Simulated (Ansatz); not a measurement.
# Be (Im-3m, 1 atom in the cell): converging a phonon calculation

How do the frequencies of Be (Im-3m, 1 atom in the cell) move with q mesh, k mesh and cutoff?

Method: DFT PBEsol, scalar-relativistic, plane waves, PAW, in Ansatz 0.2.0.

This is not the structure that Be takes at ambient pressure and room temperature (hexagonal, No. 194); it is a model or a phase of other conditions.

## 1. The structure

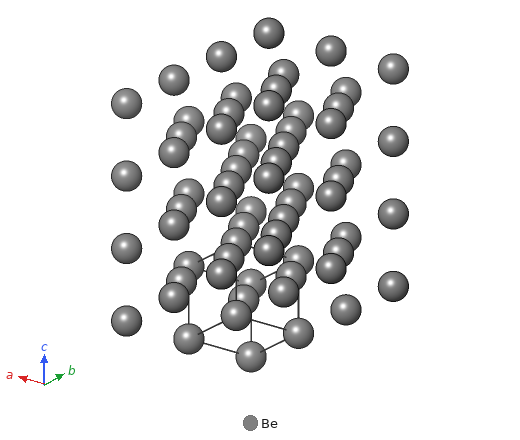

The cell as given, from a free direction (beryllium grey). 2×3×3 cells are drawn. This picture shows the conventional cell, with its axes. Some periodic images of atoms are drawn too.

Coordinates:

```cif
data_structure
_symmetry_space_group_name_H-M 'P 1'
_symmetry_Int_Tables_number 1
_cell_length_a 2.1589
_cell_length_b 2.1589
_cell_length_c 2.1589
_cell_angle_alpha 109.471
_cell_angle_beta 109.471
_cell_angle_gamma 109.471
_cell_volume 7.75
loop_
_atom_site_label
_atom_site_type_symbol
_atom_site_fract_x
_atom_site_fract_y
_atom_site_fract_z
_atom_site_occupancy
Be1 Be 0.00000 0.00000 0.00000 1
```

## 2. Tight relaxation

Phonons need a cell at rest on their own settings, so the relaxation is repeated with tight tolerances on forces and stress, using the mesh and the filling of the phonon run that follows.

input.yaml reads:

```yaml
crystal:
  lattice:
    - [-1.2464130335, 1.2464130335, 1.2464130335]
    - [1.2464130335, -1.2464130335, 1.2464130335]
    - [1.2464130335, 1.2464130335, -1.2464130335]
  atoms:
    - { symbol: Be, position: [0.0, 0.0, 0.0] }
kpoints:
  mp_grid: { grid: [24, 24, 24] }
hamiltonian:
  xc: pbesol
scf:
  occupations: { method: methfessel_paxton, width: 0.15 }
output:
  forces: true
  stress: true
  eigenvalues: true
relax:
  adjacent_minimum: "off"
  f_tol: 0.001
  max_steps: 60
  cell: { stress_tol: 0.01 }
```

The run is started by

```sh
$ ansatz run input.yaml --threads 4 --pin off --max-ram 7168MiB --backend cpu --events-out ev --progress --plain --runs-dir out
```

Numbers of over 12 decimals in the logs are rounded to 6 here.

Output:

```text
Engine: ansatz 0.2.0, aarch64-unknown-linux-gnu
Pseudopotentials: kind: paw
Pseudopotential: Be, paw, valence charge 2, recommended cutoff 420 eV (normal), Be.paw.azcp
Functional definition: PBEsol
  exchange = pbesol_x
  correlation = pbesol_c
Crystal: 1 atoms, lattice volume = 7.745 Å³
[...]
--- Relaxed structure (1 steps of the walk, 1 accepted, 1 SCFs on fresh bases) ---
  F+E_penalty+E_count = -90.25138443 eV   max|allowed force component| = 0.000e0 eV/Å   (the final SCF, on the basis selected at the relaxed cell)
  cell:  # Å, volume = 7.7454 Å³
    - [-1.2464130335, 1.2464130335, 1.2464130335]
    - [1.2464130335, -1.2464130335, 1.2464130335]
    - [1.2464130335, 1.2464130335, -1.2464130335]
  atoms:
    - { symbol: Be, position: [0.0, 0.0, 0.0] }
[key lines of the parts left out:]
SCF converged after 4 iterations
Free energy (F): -90.251384 eV
Fermi energy:    9.271885 eV
P = ⅓ Tr σ = -0.0014 GPa (-0.014 kbar)
```

Wall time 1.3 s (4 threads of Arm Neoverse V1, shared host); peak memory 0.28 GiB; 4.2 s of CPU time.

Little changed from the start: no atom moved by 0.005 Å and no cell edge by 0.1 %.

This step gave:

```yaml
pressure: -0.001433 GPa
volume_per_atom: 7.745 Å³
gap_on_the_k_mesh: 0 eV
```

The forces vanish by symmetry and the pressure is -0.001 GPa, within the tolerances set. The cell now holds 7.75 Å³/atom.

## 3. Phonons on a q mesh

Stability and thermal properties need the whole zone. Linear response on a 6×6×6 q mesh gives force constants as far as a supercell of that size would.

input.yaml, the sections that differ from step 2:

```yaml
output:
  eigenvalues: true
phonons:
  method: dfpt
  qmesh: [6, 6, 6]
  temperatures: { t_max: 1000, t_step: 50 }
  qpath:
    path:
      - [[0.0, 0.0, 0.0], [0.5, -0.5, 0.5], [0.0, 0.0, 0.5], [0.0, 0.0, 0.0], [0.25, 0.25, 0.25], [0.5, -0.5, 0.5]]
      - [[0.25, 0.25, 0.25], [0.0, 0.0, 0.5]]
    npoints: 10
# crystal, kpoints, hamiltonian, scf: as in step 2
# relax: removed
```

Output:

```text
[...]
Crystal: 1 atoms, lattice volume = 7.745 Å³
Basis set: ecut = 420 eV, 141 PW (Γ), exchange–correlation on 30×30×30 points (8 copies of the dense FFT grid, shifted against one another)
Bands: 5, of which v1, the nominal top of the filled ones, is band 1 counted from 1 (0 counted from 0)
Symmetry: 48 space group operations
k-points: 413 of 13824
[...]
SCF iter   1: F=—  HF=-90.251449 eV  |F-HF|=—  |Δ(HF+E_count)|=         —  Δρ=6.59e-4  dr2=1.81e-5  ethr=1.77e-3  ⟨swp⟩=4.5  Hψ=18911  notcnv=0
[...]
SCF iter   5: F=-90.251384 eV  HF=-90.251384 eV  |F-HF|=3.41e-13  |Δ(HF+E_count)|=  8.24e-11  S|Δr|=    0.00e0  Δρ=1.79e-7  dr2=6.01e-13  ethr=1.00e-12  ⟨swp⟩=3.9  Hψ=4235  notcnv=0
SCF 1 converged in 5 iterations: F = -90.251384 eV  dr2 = 6.01e-13
[...]
NSCF: frozen V_eff on 413 k-points
[...]
DFPT response loops at q = (0, 0, 0) (fractional): preconditioner auto → Kerker (q_TF=auto, 2.177 Å⁻¹) (partly filled bands, converged f_vac=0.000); β = 1.00, the filter's whole step (`scf.mixing.beta` (0.50) is not read by the response loops under this deck's `scf.mixing.preconditioner`; to damp them name `kerker` or `kerker_dos`, under which they read `scf.mixing.beta`, and type it under 1.00, their step now; both keys bind the ground state too); Broyden in place of MSR1
[...]
SCF converged after 5 iterations
[...]
Free energy (F): -90.251384 eV
[...]
Internal energy: -90.251161 eV  (E = F + TS)
E sigma→0 (E₀):  -90.251329 eV
Entropy (-TS):   -0.000224 eV (-0.224 meV/atom)
Fermi energy:    9.271885 eV
[...]
--- Band table (eV; the first three rows and the last of 413) ---
[...]
--- Phonons (Γ-DFPT): 1 representative perturbation + reference (Σ response iterations 3) ---
  ASR residual: 1.624e-5 → 0.000e0 eV/Å²; symmetrization residual: 3.701e-16 eV/Å²
  ASR residual per site (eV/Å²): 1.62e-5
  Γ frequencies (cm⁻¹): 0.00 0.00 0.00
--- Phonons (arbitrary-q DFPT): 16 irreducible q on the 6×6×6 mesh ---
  q = [0.0000, 0.0000, 0.0000] (star 1, of the zone-centre solve; hermiticity 3.31e-12, symmetrization 2.28e-11): -0.00 -0.00 0.00
  q = [0.0000, 0.0000, 0.1667] (star 12, 2 solved perturbations in 10956 linear systems a pass and spin channel, the states on 7200 of 13824 k-point pairs; hermiticity 1.05e-15, symmetrization 8.78e-15): 80.30 317.32 362.44
[...]
q = [0.0000, 0.1667, 0.3333] (star 48, 3 solved perturbations on 13824 of 13824 k-point pairs: no pair is spared here; hermiticity 1.48e-9, symmetrization 8.33e-18): 268.97 536.01 657.20
  q = [0.0000, 0.3333, 0.3333] (star 8, 1 solved perturbation on 7200 of 13824 k-point pairs; hermiticity 7.96e-16, symmetrization 4.58e-15): 422.21 561.29 561.29
[...]
sum rule: each row above includes the acoustic sum rule's correction from the zone centre's row sums; it moved no ω² by more than (0.70 cm⁻¹)²
  mesh force constants: q→R imaginary residual 0.00e0; ASR residual 1.624e-5 → 0.000e0 eV/Å²; symmetrization residual 8.882e-15 eV/Å²
  interpolated dispersion: 62 rows × 3 modes
  density of states and harmonic sums: on the 36×36×36 q-mesh, interpolated from the force constants of a 6×6×6 supercell (no non-analytic term)
  largest difference from the sums on the solved wave vectors: F 5.00e-3 eV, S 8.53e-6 and C_V 3.54e-6 eV/K
  zero-point energy: 0.088439 eV/cell   skipped modes (ω ≤ 0): 6, of them read as no rigid motion or as one in doubt: 3 (6.430e-4 modes/cell left out, lowest -39.88 cm⁻¹)   left out of the sums: 2.36e-4 of the cell's modes: C_V's classical limit lies that fraction below 3 k_B per atom; for a crystal, a wire or a layer, F and S can be off by more, and a phonons.interpolated_qmesh denser along its periods is the remedy for the sampling
```

Run time: 2.5 min. Hardware: 4 threads; peak memory 1.5 GiB.

This step gave:

```
sum-rule residual before enforcement                    : 1.62e-5 eV/Å²
lowest frequency on the path                            : -39.88 cm⁻¹
highest frequency on the path or at a solved wavevector : 686.1 cm⁻¹
lowest mode on the q mesh (acoustic modes at Γ apart)   : -39.88 cm⁻¹
```

Frequencies (cm⁻¹) solved at each irreducible wavevector; negative means imaginary. Frequencies by wavevector, by row:

```csv
q in reciprocal lattice units,star,mode 1,mode 2,mode 3
0 0 0,1,0,0,0
0 0 0.1667,12,80.3,317.3,362.4
0 0 0.3333,12,58.9,531.4,582.4
0 0 -0.5,6,-39.9,605,669.8
0 0.1667 0.1667,24,213,340.2,592.2
0 0.1667 0.3333,48,269,536,657.2
0 0.3333 0.3333,8,422.2,561.3,561.3
0.1667 0.1667 0.1667,8,276.7,276.7,686.1
0.1667 0.1667 0.3333,12,269.2,510.7,552.6
0.1667 0.1667 -0.1667,6,358.6,379.5,379.5
0.1667 0.3333 -0.3333,24,398.1,543.5,588.9
0.1667 -0.5 -0.5,12,397.4,619.2,679.7
0.1667 -0.5 -0.3333,24,494.4,580.9,651.5
0.3333 0.3333 -0.3333,6,594.2,594.2,603.5
0.3333 -0.5 -0.5,12,595,637.5,641.8
-0.5 -0.5 -0.5,1,664.7,664.7,664.7
```

Interpolated from a 6×6×6 q mesh. Phonon branches along the path, in cm⁻¹:

```csv
point,branch 1,branch 2,branch 3
Γ,0,0,0
H,665,665,665
N,-40,605,670
Γ,0,0,0
P,426,426,426
H,665,665,665
jump to P,426,426,426
N,-40,605,670
```

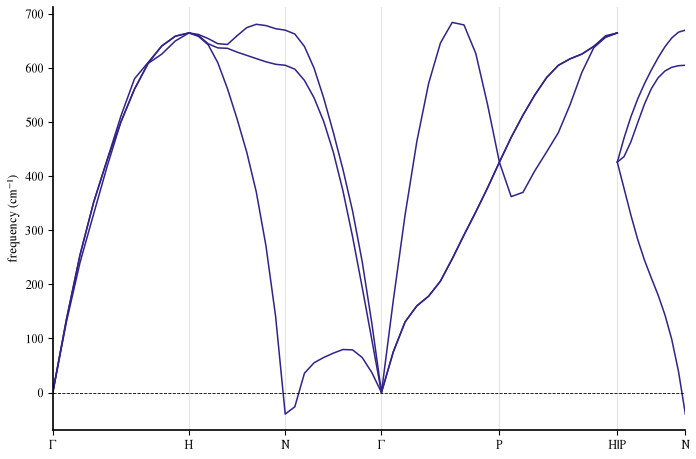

Phonon branches along the path.

Symmetry leaves 16 wavevectors to solve. The lowest mode among them, the acoustic zeros apart, lies at q = (0, 0, -0.5) and is imaginary, 39.9i cm⁻¹, so the energy falls along it.

## 4. Another q mesh, q mesh 2×2×2

The q mesh is changed to 2×2×2, to see how far the force constants must reach.

Changes to input.yaml since step 3:

```diff
@@ -17,3 +17,3 @@
   method: dfpt
-  qmesh: [6, 6, 6]
+  qmesh: [2, 2, 2]
   temperatures: { t_max: 1000, t_step: 50 }
```

Output:

```text
[...]
Crystal: 1 atoms, lattice volume = 7.745 Å³
Basis set: ecut = 420 eV, 141 PW (Γ), exchange–correlation on 30×30×30 points (8 copies of the dense FFT grid, shifted against one another)
Bands: 5, of which v1, the nominal top of the filled ones, is band 1 counted from 1 (0 counted from 0)
Symmetry: 48 space group operations
k-points: 413 of 13824
[...]
SCF iter   1: F=—  HF=-90.251449 eV  |F-HF|=—  |Δ(HF+E_count)|=         —  Δρ=6.59e-4  dr2=1.81e-5  ethr=1.77e-3  ⟨swp⟩=4.5  Hψ=18911  notcnv=0
[...]
SCF iter   5: F=-90.251384 eV  HF=-90.251384 eV  |F-HF|=3.41e-13  |Δ(HF+E_count)|=  8.24e-11  S|Δr|=    0.00e0  Δρ=1.79e-7  dr2=6.01e-13  ethr=1.00e-12  ⟨swp⟩=3.9  Hψ=4235  notcnv=0
SCF 1 converged in 5 iterations: F = -90.251384 eV  dr2 = 6.01e-13
[...]
SCF converged after 5 iterations
[...]
Free energy (F): -90.251384 eV
[...]
Internal energy: -90.251161 eV  (E = F + TS)
E sigma→0 (E₀):  -90.251329 eV
Entropy (-TS):   -0.000224 eV (-0.224 meV/atom)
Fermi energy:    9.271885 eV
[...]
--- Band table (eV; the first three rows and the last of 413) ---
[...]
ASR residual: 1.624e-5 → 0.000e0 eV/Å²; symmetrization residual: 3.701e-16 eV/Å²
  ASR residual per site (eV/Å²): 1.62e-5
  Γ frequencies (cm⁻¹): 0.00 0.00 0.00
--- Phonons (arbitrary-q DFPT): 3 irreducible q on the 2×2×2 mesh ---
[...]
interpolated dispersion: 62 rows × 3 modes
[...]
```

The job ended after 7.2 s (4 threads; peak memory 0.6 GiB; 24 s of CPU time).

Numbers from this step:

```yaml
highest_frequency_at_a_solved_wavevector_no_lo_to_term_at_gamma: 669.8 cm⁻¹
```

Frequencies (cm⁻¹) solved at each irreducible wavevector; negative means imaginary. Frequencies by wavevector, by row:

```csv
q in reciprocal lattice units,star,mode 1,mode 2,mode 3
0 0 0,1,0,0,0
0 0 -0.5,6,-39.9,605,669.8
-0.5 -0.5 -0.5,1,664.7,664.7,664.7
```

## 5. Another q mesh, q mesh 3×3×3

The q mesh is changed to 3×3×3, to see how far the force constants must reach.

Changes to input.yaml since step 4:

```diff
@@ -17,3 +17,3 @@
   method: dfpt
-  qmesh: [2, 2, 2]
+  qmesh: [3, 3, 3]
   temperatures: { t_max: 1000, t_step: 50 }
```

Output:

```text
[...]
Crystal: 1 atoms, lattice volume = 7.745 Å³
Basis set: ecut = 420 eV, 141 PW (Γ), exchange–correlation on 30×30×30 points (8 copies of the dense FFT grid, shifted against one another)
Bands: 5, of which v1, the nominal top of the filled ones, is band 1 counted from 1 (0 counted from 0)
Symmetry: 48 space group operations
k-points: 413 of 13824
[...]
E sigma→0 (E₀):  -90.251329 eV
Entropy (-TS):   -0.000224 eV (-0.224 meV/atom)
Fermi energy:    9.271885 eV
[...]
--- Band table (eV; the first three rows and the last of 413) ---
[...]
ASR residual: 1.624e-5 → 0.000e0 eV/Å²; symmetrization residual: 3.701e-16 eV/Å²
  ASR residual per site (eV/Å²): 1.62e-5
  Γ frequencies (cm⁻¹): 0.00 0.00 0.00
--- Phonons (arbitrary-q DFPT): 4 irreducible q on the 3×3×3 mesh ---
[...]
interpolated dispersion: 62 rows × 3 modes
[...]
[key lines of the parts left out:]
SCF converged after 5 iterations
Free energy (F): -90.251384 eV
```

Run time: 21 s. Hardware: 4 threads; peak memory 0.92 GiB; 70 s of CPU time.

Numbers from this step:

| Property | Result |
| --- | --- |
| lowest frequency on the path | -22.12 cm⁻¹ |
| highest frequency on the path or at a solved wavevector | 650.8 cm⁻¹ |
| lowest mode on the q mesh (acoustic modes at Γ apart) | 58.86 cm⁻¹ |

Frequencies (cm⁻¹) solved at each irreducible wavevector; negative means imaginary. Frequencies by wavevector, by row:

```csv
q in reciprocal lattice units,star,mode 1,mode 2,mode 3
0 0 0,1,0,0,0
0 0 0.3333,12,58.9,531.4,582.4
0 0.3333 0.3333,8,422.2,561.3,561.3
0.3333 0.3333 -0.3333,6,594.2,594.2,603.5
```

## 6. Another k mesh, k-mesh 8×8×8, q mesh 2×2×2

The k mesh is changed to 8×8×8 on a small fixed q mesh, to find the coarsest that serves.

Changes to input.yaml since step 5:

```diff
@@ -8,3 +8,3 @@
 kpoints:
-  mp_grid: { grid: [24, 24, 24] }
+  mp_grid: { grid: [8, 8, 8] }
 hamiltonian:
@@ -17,3 +17,3 @@
   method: dfpt
-  qmesh: [3, 3, 3]
+  qmesh: [2, 2, 2]
   temperatures: { t_max: 1000, t_step: 50 }
```

Output:

```text
[...]
Crystal: 1 atoms, lattice volume = 7.745 Å³
Basis set: ecut = 420 eV, 141 PW (Γ), exchange–correlation on 30×30×30 points (8 copies of the dense FFT grid, shifted against one another)
Bands: 5, of which v1, the nominal top of the filled ones, is band 1 counted from 1 (0 counted from 0)
Symmetry: 48 space group operations
k-points: 29 of 512
[...]
SCF iter   1: F=—  HF=-90.264467 eV  |F-HF|=—  |Δ(HF+E_count)|=         —  Δρ=7.12e-4  dr2=2.07e-5  ethr=1.77e-3  ⟨swp⟩=4.2  Hψ=1308  notcnv=0
[...]
SCF iter   5: F=-90.264411 eV  HF=-90.264411 eV  |F-HF|=2.56e-13  |Δ(HF+E_count)|=  7.00e-11  S|Δr|=    0.00e0  Δρ=1.71e-7  dr2=5.35e-13  ethr=1.00e-12  ⟨swp⟩=3.7  Hψ=288  notcnv=0
SCF 1 converged in 5 iterations: F = -90.264411 eV  dr2 = 5.35e-13
[...]
SCF converged after 5 iterations
[...]
Free energy (F): -90.264411 eV
[...]
Internal energy: -90.262797 eV  (E = F + TS)
E sigma→0 (E₀):  -90.264007 eV
Entropy (-TS):   -0.001614 eV (-1.614 meV/atom)
Fermi energy:    9.174005 eV
[...]
--- Band table (eV; the first three rows and the last of 29) ---
[...]
ASR residual: 1.465e-5 → 0.000e0 eV/Å²; symmetrization residual: 2.961e-16 eV/Å²
  ASR residual per site (eV/Å²): 1.46e-5
  Γ frequencies (cm⁻¹): 0.00 0.00 0.00
--- Phonons (arbitrary-q DFPT): 3 irreducible q on the 2×2×2 mesh ---
[...]
interpolated dispersion: 62 rows × 3 modes
[...]
zero-point energy: 0.092173 eV/cell   skipped modes (ω ≤ 0): 3   left out of the sums: 2.14e-5 of the cell's modes: C_V's classical limit lies that fraction below 3 k_B per atom; for a crystal, a wire or a layer, F and S can be off by more, and a phonons.interpolated_qmesh denser along its periods is the remedy for the sampling
```

Wall time 0.73 s (4 threads); peak memory 0.29 GiB; 1.8 s of CPU time.

The run finished; it serves as a test, and its numbers are not taken as the result.

## 7. Another k mesh, k-mesh 12×12×12, q mesh 2×2×2

The k mesh is changed to 12×12×12 on a small fixed q mesh, to find the coarsest that serves.

Changes to input.yaml since step 6:

```diff
@@ -8,3 +8,3 @@
 kpoints:
-  mp_grid: { grid: [8, 8, 8] }
+  mp_grid: { grid: [12, 12, 12] }
 hamiltonian:
```

Output:

```text
[...]
Crystal: 1 atoms, lattice volume = 7.745 Å³
Basis set: ecut = 420 eV, 141 PW (Γ), exchange–correlation on 30×30×30 points (8 copies of the dense FFT grid, shifted against one another)
Bands: 5, of which v1, the nominal top of the filled ones, is band 1 counted from 1 (0 counted from 0)
Symmetry: 48 space group operations
k-points: 72 of 1728
[...]
SCF iter   1: F=—  HF=-90.243150 eV  |F-HF|=—  |Δ(HF+E_count)|=         —  Δρ=6.41e-4  dr2=1.74e-5  ethr=1.77e-3  ⟨swp⟩=4.4  Hψ=3286  notcnv=0
[...]
SCF iter   5: F=-90.243086 eV  HF=-90.243086 eV  |F-HF|=3.13e-13  |Δ(HF+E_count)|=  9.33e-11  S|Δr|=    0.00e0  Δρ=1.74e-7  dr2=5.37e-13  ethr=1.00e-12  ⟨swp⟩=3.9  Hψ=746  notcnv=0
SCF 1 converged in 5 iterations: F = -90.243086 eV  dr2 = 5.37e-13
[...]
SCF converged after 5 iterations
[...]
Free energy (F): -90.243086 eV
[...]
Internal energy: -90.243629 eV  (E = F + TS)
E sigma→0 (E₀):  -90.243221 eV
Entropy (-TS):   0.000543 eV (0.543 meV/atom)
Fermi energy:    9.417986 eV
[...]
--- Band table (eV; the first three rows and the last of 72) ---
[...]
ASR residual: 1.405e-5 → 0.000e0 eV/Å²; symmetrization residual: 1.221e-15 eV/Å²
  ASR residual per site (eV/Å²): 1.40e-5
  Γ frequencies (cm⁻¹): 0.00 0.00 0.00
--- Phonons (arbitrary-q DFPT): 3 irreducible q on the 2×2×2 mesh ---
[...]
interpolated dispersion: 62 rows × 3 modes
[...]
```

It took 1.3 s on 4 threads; peak memory 0.34 GiB.

The run finished; it serves as a test, and its numbers are not taken as the result.

## 8. Another k mesh, k-mesh 18×18×18, q mesh 2×2×2

The k mesh is changed to 18×18×18 on a small fixed q mesh, to find the coarsest that serves.

Changes to input.yaml since step 7:

```diff
@@ -8,3 +8,3 @@
 kpoints:
-  mp_grid: { grid: [12, 12, 12] }
+  mp_grid: { grid: [18, 18, 18] }
 hamiltonian:
```

Output:

```text
[...]
Crystal: 1 atoms, lattice volume = 7.745 Å³
Basis set: ecut = 420 eV, 141 PW (Γ), exchange–correlation on 30×30×30 points (8 copies of the dense FFT grid, shifted against one another)
Bands: 5, of which v1, the nominal top of the filled ones, is band 1 counted from 1 (0 counted from 0)
Symmetry: 48 space group operations
k-points: 195 of 5832
[...]
E sigma→0 (E₀):  -90.251518 eV
Entropy (-TS):   -0.000382 eV (-0.382 meV/atom)
Fermi energy:    9.192819 eV
[...]
--- Band table (eV; the first three rows and the last of 195) ---
[...]
ASR residual: 1.518e-5 → 0.000e0 eV/Å²; symmetrization residual: 4.071e-16 eV/Å²
  ASR residual per site (eV/Å²): 1.52e-5
  Γ frequencies (cm⁻¹): 0.00 0.00 0.00
--- Phonons (arbitrary-q DFPT): 3 irreducible q on the 2×2×2 mesh ---
[...]
interpolated dispersion: 62 rows × 3 modes
[...]
[key lines of the parts left out:]
SCF converged after 5 iterations
Free energy (F): -90.251613 eV
```

The job ended after 3.2 s (4 threads; peak memory 0.41 GiB).

## 9. Another k mesh, q mesh 2×2×2

The k mesh is changed to 24×24×24 on a small fixed q mesh, to find the coarsest that serves.

Changes to input.yaml since step 8:

```diff
@@ -8,3 +8,3 @@
 kpoints:
-  mp_grid: { grid: [18, 18, 18] }
+  mp_grid: { grid: [24, 24, 24] }
 hamiltonian:
```

Output:

```text
[...]
Crystal: 1 atoms, lattice volume = 7.745 Å³
Basis set: ecut = 420 eV, 141 PW (Γ), exchange–correlation on 30×30×30 points (8 copies of the dense FFT grid, shifted against one another)
Bands: 5, of which v1, the nominal top of the filled ones, is band 1 counted from 1 (0 counted from 0)
Symmetry: 48 space group operations
k-points: 413 of 13824
[...]
E sigma→0 (E₀):  -90.251329 eV
Entropy (-TS):   -0.000224 eV (-0.224 meV/atom)
Fermi energy:    9.271885 eV
[...]
--- Band table (eV; the first three rows and the last of 413) ---
[...]
ASR residual: 1.624e-5 → 0.000e0 eV/Å²; symmetrization residual: 3.701e-16 eV/Å²
  ASR residual per site (eV/Å²): 1.62e-5
  Γ frequencies (cm⁻¹): 0.00 0.00 0.00
--- Phonons (arbitrary-q DFPT): 3 irreducible q on the 2×2×2 mesh ---
[...]
interpolated dispersion: 62 rows × 3 modes
[...]
[key lines of the parts left out:]
SCF converged after 5 iterations
Free energy (F): -90.251384 eV
```

The job ended after 7.2 s (4 threads; peak memory 0.6 GiB; 24 s of CPU time).

[end of part 1 of 2]

[Logs are printed without paths, hosts, clocks, repeated set-up lines and the standing remarks that a program may print on its own settings, such as how far it seeks lower states.]

[Hosts, paths, dates, database ids (printed as entryN), source tags and the programs' standing remarks are cut or masked in the printed files.]
